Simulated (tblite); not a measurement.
# C$_{7}$H$_{9}$B: nudged elastic band

The run: nudged elastic band of C$_{7}$H$_{9}$B, SMILES BC1=CCC=CC=C1. Method and program: GFN2-xTB climbing-image nudged elastic band, gas phase (tblite 0.8.0).

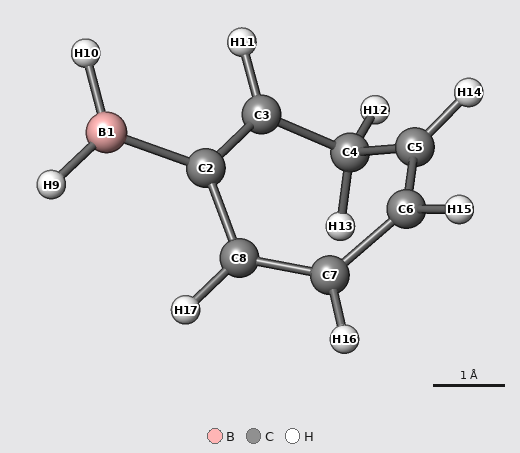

Figure 1. The structure (ball-and-stick view, seen at a tilt; atoms are numbered from 1 in the order of the input). Bond lengths as drawn: B–C 1.54 Å, B–H 1.17 Å, C–C 1.34 to 1.49 Å and C–H 1.08 to 1.09 Å.

### The input
```
{"job": {"xc": "GFN2-xTB", "basis": "xTB", "kind": "neb"}, "charge": 0, "multiplicity": 1}
B      2.558161    -0.033673     0.675894
C      1.135211    -0.081151     0.085975
C      0.336075    -1.157185     0.316284
C     -0.943206    -1.363097    -0.416600
C     -1.810250    -0.385123     0.308787
C     -1.670096     0.934467     0.108014
C     -0.605889     1.519664    -0.649386
C      0.656699     1.033078    -0.699120
H      3.337823     0.743542     0.280775
H      2.865340    -0.792187     1.511547
H      0.623167    -1.900007     1.047207
H     -1.313894    -2.382900    -0.340651
H     -0.838079    -1.073397    -1.465330
H     -2.553008    -0.770047     0.992574
H     -2.385971     1.617923     0.546631
H     -0.808690     2.481950    -1.103758
H      1.409611     1.620174    -1.208751
```

The first line tells a small driver script what to run in tblite; the rest is the geometry in Å.

Machine: 1 CPU thread, shared host.

Run as:
```bash
OMP_NUM_THREADS=1 python <driver script> task.json out
```

### The program's output
```
image   E - E0 / eV
  0       0.0000
  1       0.1284
  2       0.3287
  3       0.4067
  4       0.3282
  5       0.1284
  6       0.0000
```

### Results in brief

```csv
quantity,value
outcome,converged
forward barrier,0.407 eV
wall time,1.5 s
peak memory,0.18 GiB
```
